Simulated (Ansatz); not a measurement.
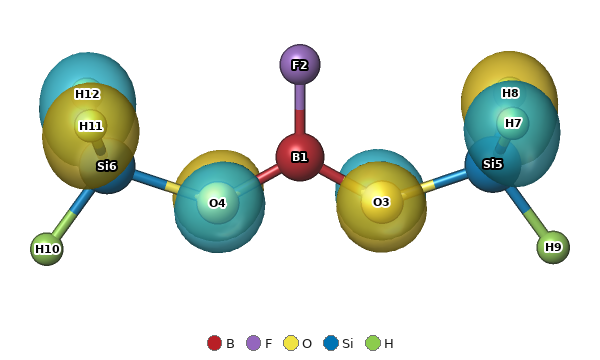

Figure 1: BFH$_{6}$O$_{2}$Si$_{2}$ (SMILES FB(O[SiH3])O[SiH3]). The HOMO at ±0.15 Å⁻³ᐟ² (yellow and cyan are the two phases), seen at an oblique angle.

Geometry: PBE0-D4/def2-SVP.

All numbers below come from Ansatz, isolated molecule in a Gaussian basis; Kohn-Sham density functional theory, functional PBE0.

```yaml
atoms:
  - { symbol: B, position_ang: [-0.0005, -0.0033, 0.0015] }
  - { symbol: F, position_ang: [-1.0754, 0.0918, -0.8010] }
  - { symbol: O, position_ang: [0.2972, -1.1899, 0.5689] }
  - { symbol: O, position_ang: [0.7576, 1.0900, 0.2222] }
  - { symbol: Si, position_ang: [-0.4446, -2.6920, 0.4759] }
  - { symbol: Si, position_ang: [0.6361, 2.6668, -0.3384] }
  - { symbol: H, position_ang: [-0.4573, -3.1703, -0.9364] }
  - { symbol: H, position_ang: [-1.8399, -2.6072, 0.9947] }
  - { symbol: H, position_ang: [0.3585, -3.6155, 1.3200] }
  - { symbol: H, position_ang: [1.7682, 3.4198, 0.2628] }
  - { symbol: H, position_ang: [0.7380, 2.6904, -1.8259] }
  - { symbol: H, position_ang: [-0.6610, 3.2646, 0.0900] }
```

Q: What is the character of this orbital?

A: Its weight (Hirshfeld) is mainly on O4 (about 20 %), O3 (about 20 %), Si6 (about 10 %), Si5 (about 10 %), H7 (about 10 %), H8 (about 10 %), H11 (about 10 %) and H12 (about 10 %). Its energy is −9.12 eV.
